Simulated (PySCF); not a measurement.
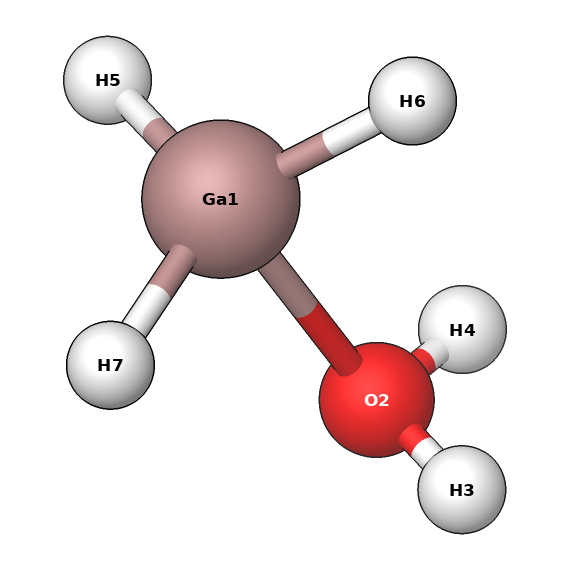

Computed geometry: PBE0-D3(BJ)/def2-SVP optimisation. No frequency run is at hand to confirm it as a minimum. Properties computed with PBE/pcJ-1 (pcSseg-1 on Ga) indirect spin-spin coupling, non-relativistic, gas phase (PySCF 2.14.0). Isotopes: 1H, 17O.

Give the spin–spin coupling constants of these pairs, with the number of bonds between them: O2/H3, O2/H4, O2/H5, O2/H7, H5/H6, H6/H7, H3/H5, H3/H6, H4/H7.

```
  pair  bonds apart  J (Hz)
O2, H3            1   −72.7
O2, H4            1   −72.7
O2, H5            2    −8.3
O2, H7            2    −8.5
H5, H6            2    22.4
H6, H7            2    22.3
H3, H5            3     2.5
H3, H6            3    −0.7
H4, H7            3     2.7
```
